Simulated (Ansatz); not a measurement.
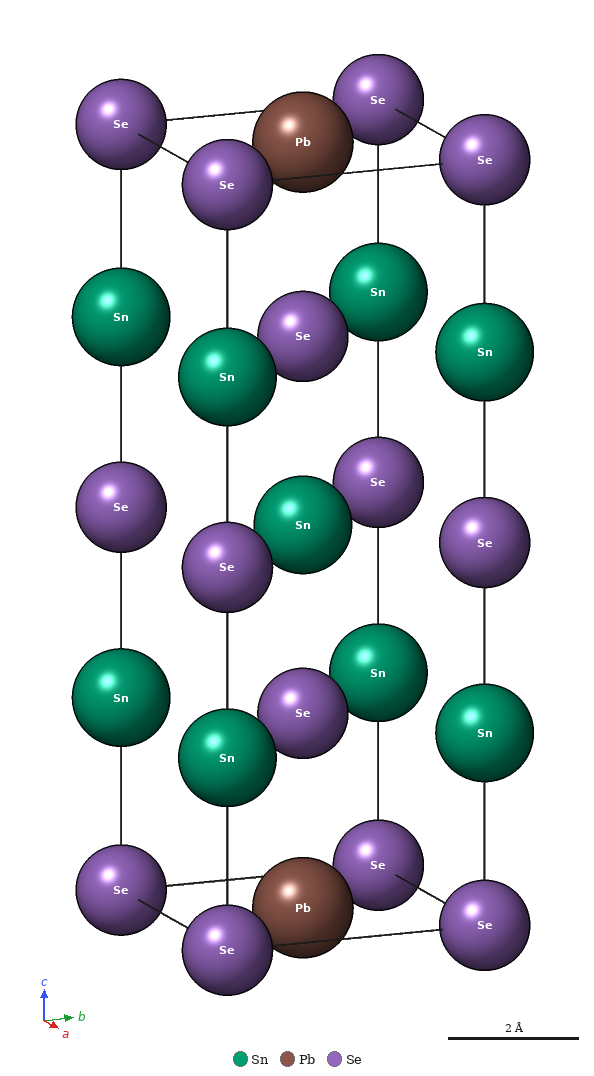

Crystal structure, spheres-only style, seen slightly off an axis. Atoms at the boundary of the simulation cell (the box) are drawn once for each face, edge or corner they touch.

This input was run:
```yaml
crystal:
  lattice:
    - [4.3149047, 0.0, 0.0]
    - [0.0, 4.3149047, 0.0]
    - [0.0, 0.0, 12.2076472]
  atoms:
    - { symbol: Sn, position: [0.0, 0.0, 0.748645] }
    - { symbol: Sn, position: [0.0, 0.0, 0.251355] }
    - { symbol: Sn, position: [0.5, 0.5, 0.5] }
    - { symbol: Pb, position: [0.5, 0.5, 0.0] }
    - { symbol: Se, position: [0.0, 0.0, 0.0] }
    - { symbol: Se, position: [0.5, 0.5, 0.253857] }
    - { symbol: Se, position: [0.0, 0.0, 0.5] }
    - { symbol: Se, position: [0.5, 0.5, 0.746143] }
basis:
  ecutwfc: 500
kpoints:
  mp_grid: { grid: [8, 8, 4] }
  band_path:
    path:
      - [[0.0, 0.0, 0.0], [0.0, 0.5, 0.0], [0.5, 0.5, 0.0], [0.0, 0.0, 0.0], [0.0, 0.0, 0.5], [0.0, 0.5, 0.5], [0.5, 0.5, 0.5], [0.0, 0.0, 0.5]]
      - [[0.0, 0.5, 0.0], [0.0, 0.5, 0.5]]
      - [[0.5, 0.5, 0.0], [0.5, 0.5, 0.5]]
    npoints: 14
hamiltonian:
  xc: r2scan
scf:
  occupations: { method: gaussian, width: 0.01 }
  n_extra_bands: 20
output:
  forces: true
  stress: true
  eigenvalues: true
  populations: true
  dos: { projected: true, de: 0.02, nscf_kmesh: { grid: [10, 10, 5] } }
  bader: true
  write_density: true
  write_potential: true
  elf: true
  volumetric_format: npy
```
Run as:
```sh
ansatz run input.yaml --threads 4 --pin off --max-ram 8192MiB --backend cpu --events-out ev --progress --plain --runs-dir out
```

Method used: DFT r2SCAN, scalar-relativistic, plane waves, PAW (Ansatz). It ran with cutoff 500 eV, 8×8×4 k-mesh, Gaussian smearing of 0.01 eV, no spin polarisation.

**State the Bader charges by element.**

Sn +0.93 e; Pb +0.95 e; Se -0.93 e. The transfer is large, as in an ionic solid.

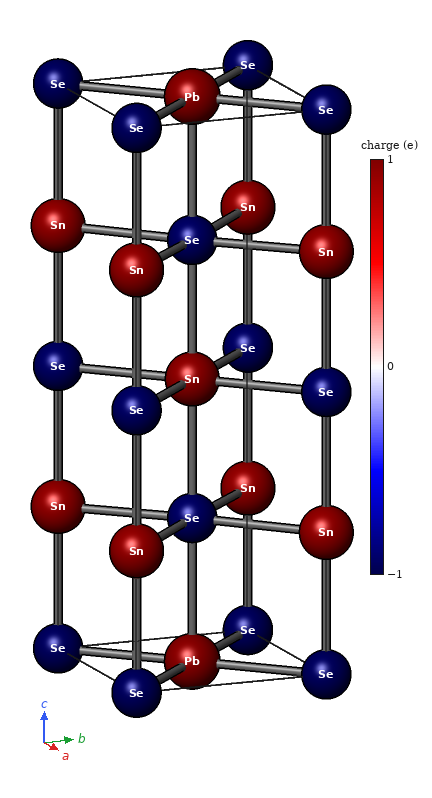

The atoms coloured by those charges.

Starting structure: a structure type filled with these elements by a generator (whether the compound takes this form wasn't checked). Earlier steps of the study, as a rule a relaxation of our own, may have changed the cell and positions, so they can lie some per cent off the listed ones. Ansatz was used for an electronic-structure calculation on it.
